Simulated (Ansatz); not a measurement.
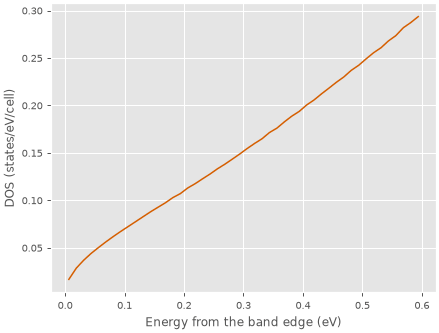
Density of states of AlAs (F-43m) above the conduction band minimum, Ansatz (an electronic-structure program) with PBEsol with spin-orbit coupling, rigid bands; cell volume 45.7 Å³.

Question: What effective density of states at 300 K does this give (∫ g(E) exp(−E/k_BT) dE, both spins, divided by the cell's size)?

Answer: 1.7e19 cm⁻³, a density-of-states mass of 0.79 mₑ, valleys and band degeneracy included.

Geometry: cell and atoms relaxed with PBEsol.
